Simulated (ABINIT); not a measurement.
**GaP (F-43m): the LO frequency by hand**

Wanted: the LO mode of GaP (F-43m) from the TO mode and the field response.

Calculated with ABINIT 10.8.3; DFT LDA, scalar-relativistic, plane waves, HGH norm-conserving pseudopotentials.

## Step 1: The relaxed structure

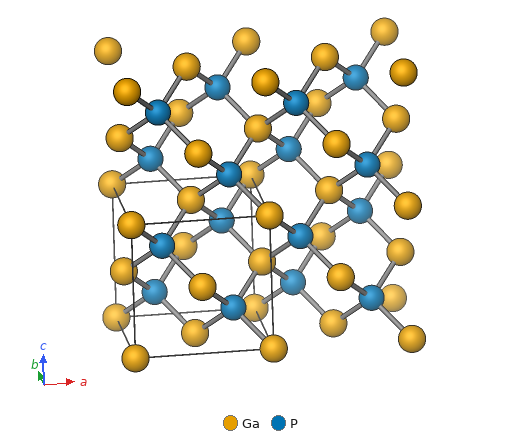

The cell as given, slightly off an axis (gallium orange, phosphorus blue). 2×1×2 cells are drawn. This picture shows the conventional cell, with its axes. Bonds to atoms that aren't drawn are left out. Some periodic images of atoms are drawn too.

Coordinates:

```xyz
2
Lattice="-2.6601 0.0000 2.6601 0.0000 2.6601 2.6601 -2.6601 2.6601 0.0000" Properties=species:S:1:pos:R:3 pbc="T T T"
Ga    0.0000    0.0000    0.0000
P    -1.3300    1.3300    1.3300
```

This is the cell after its relaxation at this level of theory, not the database cell from which that began.

## Step 2: What the response run gave

A linear-response run on the relaxed cell, with the response to an electric field; only its zone-centre results are used. Cutoff 24 Ha, k mesh 6×6×6 with shifts.

Numbers of over 12 decimals in the logs are rounded to 6 here.

The log of the run:

```text
[banners, grids, parts of the stress and lines that vanish by symmetry left out]
- input  file    -> dfpt_gamma.abi
- output file    -> dfpt_gamma.abo
- root for input  files -> dfpt_gammai
[...]
DATASET    1 : space group F-4 3 m (#216); Bravais cF (face-center cubic)
[...]
nfft =       32768          nkpt =         432
[...]
DATASET    2 : space group F-4 3 m (#216); Bravais cF (face-center cubic)
[...]
nfft =       32768          nkpt =         432
[...]
DATASET    3 : space group F-4 3 m (#216); Bravais cF (face-center cubic)
[...]
mpw =        1435          nfft =       32768          nkpt =         432
[...]
== DATASET  1 ==================================================================
[...]
cutoff_energies: {ecut:  24.0, pawecutdg:  -1.0, }
[...]
Exchange-correlation functional for the present dataset will be:
  LDA: Perdew-Wang 92 LSD fit to Ceperley-Alder data - ixc=7
[...]
- 15.00000   5.00000     10605                znucl, zion, pspdat
[...]
Perturbation : derivative vs k along direction   1
[...]
-ETOT  1  -9.277562     -9.278E+00 2.990E-01 0.000E+00
 ETOT  2  -9.293379     -1.582E-02 2.555E-03 0.000E+00
 ETOT  3  -9.293434     -5.471E-05 2.008E-05 0.000E+00
 ETOT  4  -9.293434     -3.503E-07 2.754E-07 0.000E+00
 ETOT  5  -9.293434     -3.155E-09 3.224E-09 0.000E+00
[...]
At SCF step   12   max residual=  9.98E-21 < tolwfr=  1.00E-20 =>converged.
[...]
Perturbation : derivative vs k along direction   2
[...]
-ETOT  1  -9.277562     -9.278E+00 2.990E-01 0.000E+00
[...]
At SCF step   12   max residual=  9.98E-21 < tolwfr=  1.00E-20 =>converged.
[...]
Perturbation : derivative vs k along direction   3
[...]
-ETOT  1  -9.277562     -9.278E+00 2.990E-01 0.000E+00
[...]
At SCF step   12   max residual=  9.98E-21 < tolwfr=  1.00E-20 =>converged.
[...]
1        1       3.3657790751    0.0000000000
     1        2      -1.6828895375    0.0000000000
     1        3      -1.6828895376   -0.0000000000
     2        1      -1.6828895375    0.0000000000
     2        2       3.3657790751   -0.0000000000
     2        3       1.6828895376   -0.0000000000
     3        1      -1.6828895376   -0.0000000000
     3        2       1.6828895376   -0.0000000000
     3        3       3.3657790751    0.0000000000
[...]
== DATASET  2 ==================================================================
[...]
cutoff_energies: {ecut:  24.0, pawecutdg:  -1.0, }
[...]
1    1   1    4         2.0184008474         0.0000000000
   2    1   1    4         0.0000000000         0.0000000000
   3    1   1    4        -0.0000000000         0.0000000000
   1    2   1    4        -2.0259968804         0.0000000000
   2    2   1    4         0.0000000000         0.0000000000
[...]
Effective charges, in cartesian coordinates,
[...]
2    4   1    2         0.0000000000         0.0000000000
   3    4   1    2         0.0000000000         0.0000000000
   1    4   2    2         0.0000000000         0.0000000000
   2    4   2    2        -2.0259968807         0.0000000000
   3    4   2    2         0.0000000000         0.0000000000
   1    4   3    2        -0.0000000000         0.0000000000
   2    4   3    2         0.0000000000         0.0000000000
   3    4   3    2        -2.0259968807         0.0000000000
  Phonon wavevector (reduced coordinates) :  0.00000  0.00000  0.00000
 Phonon energies in Hartree :
[...]
Phonon frequencies in cm-1    :
-  7.918980E-01  7.918980E-01  7.918982E-01  3.694387E+02  3.694387E+02
-  3.694387E+02
  Phonon at Gamma, with non-analyticity in the
[...]
Phonon energies in Hartree :
[...]
Phonon frequencies in cm-1    :
-  7.918980E-01  7.918980E-01  8.307758E-01  3.694387E+02  3.694387E+02
-  4.019833E+02
  Phonon at Gamma, with non-analyticity in the
[...]
Phonon energies in Hartree :
[...]
Phonon frequencies in cm-1    :
-  7.918980E-01  7.918982E-01  8.307757E-01  3.694387E+02  3.694387E+02
-  4.019833E+02
  Phonon at Gamma, with non-analyticity in the
[...]
Phonon energies in Hartree :
[...]
Phonon frequencies in cm-1    :
-  7.918980E-01  7.918982E-01  8.307756E-01  3.694387E+02  3.694387E+02
-  4.019833E+02
[...]
== DATASET  3 ==================================================================
[...]
cutoff_energies: {ecut:  24.0, pawecutdg:  -1.0, }
[...]
Exchange-correlation functional for the present dataset will be:
  LDA: Perdew-Wang 92 LSD fit to Ceperley-Alder data - ixc=7
[...]
j1 : displacement of atom   1 along direction   1
[...]
j1 : displacement of atom   2 along direction   1
[...]
j2 : displacement of atom   1 along direction   1
[...]
j2 : displacement of atom   2 along direction   1
[...]
j2 : displacement of atom   1 along direction   1
[...]
j2 : displacement of atom   2 along direction   1
[...]
1          1       -0.000000002        0.000000001        0.000000001
[...]
1          2       -0.000000000        0.000000000        0.124331775
[...]
1          3       -0.000000000        0.124331774       -0.000000001
[...]
2          1        0.000000002       -0.000000001       -0.000000001
[...]
2          2       -0.000000000       -0.000000000       -0.123978994
[...]
2          3       -0.000000000       -0.123978993        0.000000001
[...]
strten2     0.0000000000E+00  0.0000000000E+00  0.0000000000E+00
           strten3     0.0000000000E+00  0.0000000000E+00  0.0000000000E+00
================================================================================
```

```tsv
quantity	value
cell volume Ω (Å³)	37.645
mass of Ga (u)	69.723
mass of P (u)	30.974
Born charge of Ga, raw (e)	2.018
Born charge of P, raw (e)	-2.026
ε∞	9.942
ω(TO) after the sum rule (cm⁻¹)	369.4
```

## Step 3: The calculation

The charges must sum to zero over the cell; taking off their mean, -0.004 e, leaves Z* = 2.022 e on Ga. In the polar mode Ga moves against P, so the reduced mass is μ = 69.72 × 30.97 / 100.70 = 21.446 u.

A longitudinal wave builds up a field that adds to the restoring force: ω(LO)² = ω(TO)² + 4π Z*² / (μ Ω ε∞), in Hartree atomic units. With μ = 39094 electron masses and Ω = 254.04 bohr³ the second term is 5.2045e-07 Ha², or 25069 cm⁻² (1 Ha = 219474.6 cm⁻¹).

So ω(LO) = √(136486 + 25069) = 401.9 cm⁻¹, and by the Lyddane-Sachs-Teller relation ε₀ = ε∞ (ω(LO)/ω(TO))² = 11.77.

## Step 4: Check against the program

The analysis program adds the same non-analytic term to the full matrix.

The log of the run:

```text
[banners, grids, parts of the stress and lines that vanish by symmetry left out]
-outvars_anaddb: echo values of input variables ----------------------

 Flags :
[...]
Dielectric Tensor and Effective Charges
[...]
Effective charge tensors after
[...]
1          1       -0.000000002        0.000000001        0.000000001
[...]
1          2       -0.000000000        0.000000000        0.124155385
[...]
1          3       -0.000000000        0.124155384       -0.000000001
[...]
2          1        0.000000002       -0.000000001       -0.000000001
[...]
2          2       -0.000000000       -0.000000000       -0.124155385
[...]
2          3       -0.000000000       -0.124155384        0.000000001
[...]
Phonon wavevector (reduced coordinates) :  0.00000  0.00000  0.00000
 Phonon energies in Hartree :
[...]
Phonon energies in meV     :
-  0.000000E+00  0.000000E+00  0.000000E+00  4.580432E+01  4.580432E+01
-  4.580432E+01
 Phonon frequencies in cm-1    :
-  0.000000E+00  0.000000E+00  0.000000E+00  3.694367E+02  3.694367E+02
-  3.694367E+02
 Phonon frequencies in Thz     :
-  0.000000E+00  0.000000E+00  0.000000E+00  1.107543E+01  1.107543E+01
-  1.107543E+01
 Phonon energies in Kelvin  :
-  0.000000E+00  0.000000E+00  0.000000E+00  5.315370E+02  5.315370E+02
-  5.315370E+02
[...]
-  1  0.00000000E+00  0.00000000E+00  2.33406097E-03
-     0.00000000E+00  0.00000000E+00  0.00000000E+00
-  2  0.00000000E+00  0.00000000E+00  2.33406095E-03
-     0.00000000E+00  0.00000000E+00  0.00000000E+00
[...]
-  1  0.00000000E+00  2.33406097E-03  0.00000000E+00
-     0.00000000E+00  0.00000000E+00  0.00000000E+00
-  2  0.00000000E+00  2.33406095E-03  0.00000000E+00
-     0.00000000E+00  0.00000000E+00  0.00000000E+00
[...]
-  1  2.33406098E-03  0.00000000E+00  0.00000000E+00
-     0.00000000E+00  0.00000000E+00  0.00000000E+00
-  2  2.33406095E-03  0.00000000E+00  0.00000000E+00
-     0.00000000E+00  0.00000000E+00  0.00000000E+00
[...]
-  1  0.00000000E+00  0.00000000E+00  1.55568312E-03
-     0.00000000E+00  0.00000000E+00  0.00000000E+00
-  2  0.00000000E+00  0.00000000E+00 -3.50189606E-03
-     0.00000000E+00  0.00000000E+00  0.00000000E+00
[...]
-  1  2.27145173E-07  1.55568310E-03  0.00000000E+00
-     0.00000000E+00  0.00000000E+00  0.00000000E+00
-  2 -5.11311575E-07 -3.50189602E-03  0.00000000E+00
-     0.00000000E+00  0.00000000E+00  0.00000000E+00
[...]
-  1  1.55568310E-03 -2.27144592E-07  0.00000000E+00
-     0.00000000E+00  0.00000000E+00  0.00000000E+00
-  2 -3.50189602E-03  5.11310267E-07  0.00000000E+00
[...]
-  4.983376E+01
 Phonon frequencies in cm-1    :
-  0.000000E+00  0.000000E+00  0.000000E+00  3.694367E+02  3.694367E+02
-  4.019364E+02
 Phonon frequencies in Thz     :
-  0.000000E+00  0.000000E+00  0.000000E+00  1.107543E+01  1.107543E+01
-  1.204975E+01
 Phonon energies in Kelvin  :
-  0.000000E+00  0.000000E+00  0.000000E+00  5.315370E+02  5.315370E+02
-  5.782968E+02
[...]
-  1  0.00000000E+00  0.00000000E+00  2.33406097E-03
[...]
-  2  0.00000000E+00  0.00000000E+00  2.33406095E-03
[...]
Phonon at Gamma, with non-analyticity in the
[...]
Phonon energies in Hartree :
[...]
Phonon energies in meV     :
-  0.000000E+00  0.000000E+00  0.000000E+00  4.580432E+01  4.580432E+01
-  4.983376E+01
 Phonon frequencies in cm-1    :
-  0.000000E+00  0.000000E+00  0.000000E+00  3.694367E+02  3.694367E+02
-  4.019364E+02
 Phonon frequencies in Thz     :
-  0.000000E+00  0.000000E+00  0.000000E+00  1.107543E+01  1.107543E+01
-  1.204975E+01
 Phonon energies in Kelvin  :
-  0.000000E+00  0.000000E+00  0.000000E+00  5.315370E+02  5.315370E+02
-  5.782968E+02
[...]
Phonon at Gamma, with non-analyticity in the
[...]
Phonon energies in Hartree :
[...]
Phonon energies in meV     :
-  0.000000E+00  0.000000E+00  0.000000E+00  4.580432E+01  4.580432E+01
-  4.983376E+01
 Phonon frequencies in cm-1    :
-  0.000000E+00  0.000000E+00  0.000000E+00  3.694367E+02  3.694367E+02
-  4.019364E+02
 Phonon frequencies in Thz     :
-  0.000000E+00  0.000000E+00  0.000000E+00  1.107543E+01  1.107543E+01
-  1.204975E+01
 Phonon energies in Kelvin  :
-  0.000000E+00  0.000000E+00  0.000000E+00  5.315370E+02  5.315370E+02
-  5.782968E+02
[...]
-  1  0.00000000E+00  2.33406097E-03  0.00000000E+00
[...]
-  2  0.00000000E+00  2.33406095E-03  0.00000000E+00
[...]
-  1  2.33406097E-03  0.00000000E+00  0.00000000E+00
[...]
-  2  2.33406095E-03  0.00000000E+00  0.00000000E+00
[...]
-  1  2.31334933E-04  9.65969300E-04 -1.19730423E-03
[...]
-  2 -5.20742869E-04 -2.17443003E-03  2.69517290E-03
[...]
-  1  1.24896656E-03 -8.24825207E-04 -4.24141350E-04
[...]
-  2 -2.81146656E-03  1.85670983E-03  9.54756726E-04
[...]
-         0.000000000       0.000000000       0.000000000
-         0.000000000       0.000000000      -0.000000000
[...]
-        -0.000000000      -0.007702691       0.006214430
-        -0.007702691      -0.000000000       0.001488261
-         0.006214430       0.001488261      -0.000000000
[...]
-        -0.000000000      -0.002728655      -0.005306399
-        -0.002728655       0.000000000       0.008035054
-        -0.005306399       0.008035054      -0.000000000
[...]
Direction                     Dielectric constant
[...]
0.00000   0.00000   1.00000     11.76796516
   1.00000   1.00000   1.00000     11.76796516
-
```

```tsv
quantity	by hand	program
ω(LO) (cm⁻¹)	401.9	401.9
ε₀	11.77	11.77
```

## Step 5: Results

```
TO mode                    : 369.4 cm⁻¹
LO mode                    : 401.9 cm⁻¹
static dielectric constant : 11.77
```

The LO mode of GaP (F-43m) lies at 402 cm⁻¹, 32 cm⁻¹ above the TO mode; the formula meets the program within 0.1 cm⁻¹, as it must for a cubic crystal with one polar mode. ω(LO)² − ω(TO)² goes with Z*²/ε∞: an error of 5 % in ε∞ would move the LO mode by 1.5 cm⁻¹, and semilocal functionals tend to overestimate ε∞. These are harmonic values at zero temperature, at the volume of this functional, for the structure held cubic; stability elsewhere in the zone is no part of this calculation.

[Host names and launcher messages were left out of these logs when they were recorded.]

[Logs are printed without paths, hosts, clocks, repeated set-up lines and the standing remarks that a program may print on its own settings, such as how far it seeks lower states.]

[Hosts, paths, dates, database ids (printed as entryN), source tags and the programs' standing remarks are cut or masked in the printed files.]
